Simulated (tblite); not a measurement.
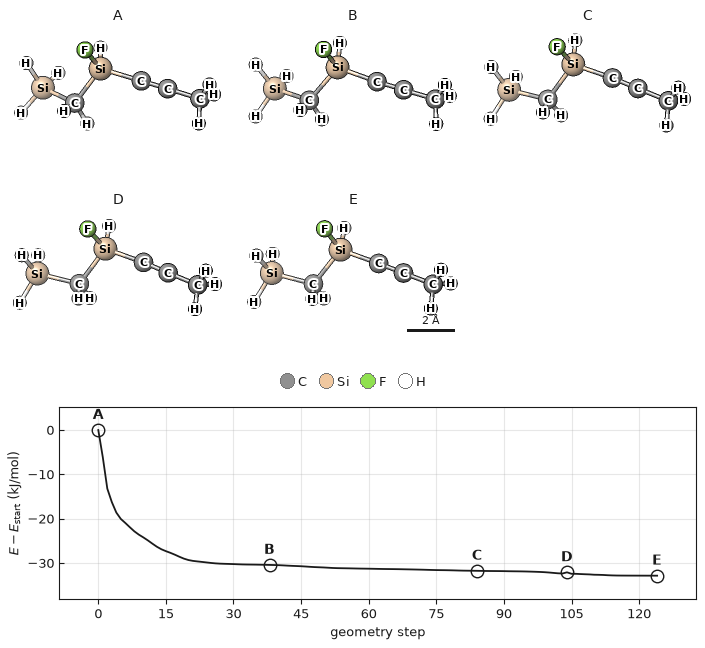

Frames of a relaxation of C4H9FSi2, marked on the history of the run. The picture is a ball-and-stick view, seen at a tilt.

Level of theory: tblite 0.8.0, GFN2-xTB geometry optimisation, gas phase. 

Question: What happens along the run?

Answer: The atom that moves furthest after the best rigid fit is an H atom (0.91 Å). By element the largest moves are H 0.91 Å, F 0.57 Å, Si 0.42 Å, C 0.41 Å. Among the contacts that change: F–Si 1.671 → 1.618 Å, C–C 1.480 → 1.445 Å, C–H 1.126 → 1.091 Å, C–Si 1.864 → 1.894 Å. Bond angles that change, for instance: Si–C–Si 105.1° → 115.2°, H–C–H 115.9° → 109.0°, C–Si–H 109.6° → 114.9°. Groups turn about C–Si by about 30°. Over 124 geometry steps the energy falls by 32.8 kJ/mol. The run took 0.73 s on 1 thread of Arm Neoverse V2 (shared host). From step 0 to 38: an H atom moves most (0.35 Å), energy −30.4 kJ/mol. From step 38 to 84: H atoms move most (0.38 Å), energy −1.33 kJ/mol. From step 84 to 104: H atoms move most (0.50 Å), energy −0.34 kJ/mol. From step 104 to 124: an H atom moves most (0.08 Å), energy −0.76 kJ/mol.
